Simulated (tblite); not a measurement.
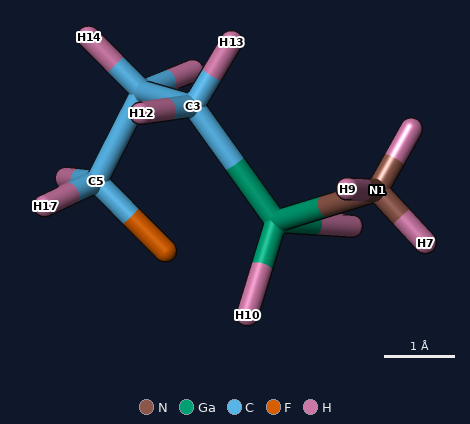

Fig. 1: The structure (stick view, seen at a tilt; atoms are numbered from 1 in the order of the input). Sticks mark near contacts.

**Frequency calculation, with input and output: C$_{3}$H$_{11}$FGaN**

C$_{3}$H$_{11}$FGaN, SMILES [NH3+][GaH2-][CH2]CCF, computed with GFN2-xTB harmonic vibrations, gas phase (tblite 0.8.0).

It belongs to a series of runs on one base structure; here: constitutional isomer.

The input
```
{"job": {"kind": "ir", "xc": "GFN2-xTB", "basis": "xTB"}, "charge": 0, "multiplicity": 1}
N      2.828769    -0.288907     0.064949
Ga     0.708415    -0.862120     0.256990
C     -0.147183     0.979073     0.051405
C     -1.600478     0.796728    -0.406651
C     -2.298343    -0.207192     0.490625
F     -1.538683    -1.389580     0.487629
H      3.373290    -1.147848     0.106635
H      3.034648     0.170435    -0.819230
H      3.139688     0.317149     0.820835
H      0.927313    -1.488122     1.650787
H      0.763354    -1.827524    -0.944200
H     -0.150434     1.543573     0.996245
H      0.357155     1.632345    -0.674220
H     -2.168482     1.732917    -0.386950
H     -1.612367     0.408042    -1.429116
H     -3.297698    -0.482035     0.140818
H     -2.325963     0.125098     1.531925
```

The first line tells a small driver script what to run in tblite; the rest is the geometry in Å.

Run on 1 CPU thread, shared host.

Command:
```bash
OMP_NUM_THREADS=1 python <driver script> task.json out
```

Log
```
mode    cm-1     km/mol
  1      56.0      7.45
  2     100.5     12.22
  3     103.5      6.06
  4     128.3      0.49
  5     185.2     16.78
  6     203.0     10.53
  7     281.0     61.82
  8     302.9      3.78
  9     322.7      0.46
 10     381.7     50.27
 11     385.5     91.24
 12     474.8     23.16
 13     519.7     95.21
 14     622.7     30.12
 15     653.2    162.71
 16     677.0    278.69
 17     719.5    458.84
 18     851.1     27.05
 19     898.4     28.03
 20     962.9     50.44
 21     975.0     20.23
 22    1075.5     13.60
 23    1143.4      3.11
 24    1151.2     14.25
 25    1216.6    259.46
 26    1219.2      3.88
 27    1264.0      2.52
 28    1299.7      4.51
 29    1330.2      4.10
 30    1431.6      0.77
 31    1466.7      0.38
 32    1485.4      0.32
 33    1494.4     36.36
 34    1497.4     35.47
 35    1700.7    160.55
 36    1770.8    615.37
 37    2858.0     84.73
 38    2887.9     60.94
 39    2930.4     68.86
 40    2947.4     38.00
 41    2949.5      6.60
 42    2961.2     58.70
 43    3364.6     30.96
 44    3383.8      7.71
 45    3388.0      5.65
```

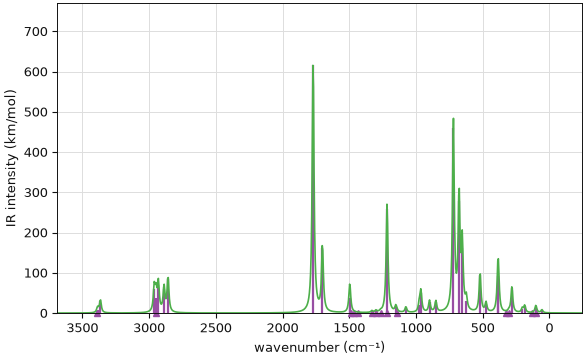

Fig. 2: Harmonic infrared spectrum, unscaled: sticks (degenerate modes added up, dark ones marked on the axis) with a Lorentzian envelope of 16 cm⁻¹ full width, scaled to the tallest stick. 45 modes from 56 to 3388 cm⁻¹, none imaginary. The strongest line is at 1771 cm⁻¹ (615 km/mol).

Key numbers

- outcome: converged
- total energy: −568.1433 eV
- zero-point energy: 82.9470 kcal/mol
- peak memory: 0.17 GiB
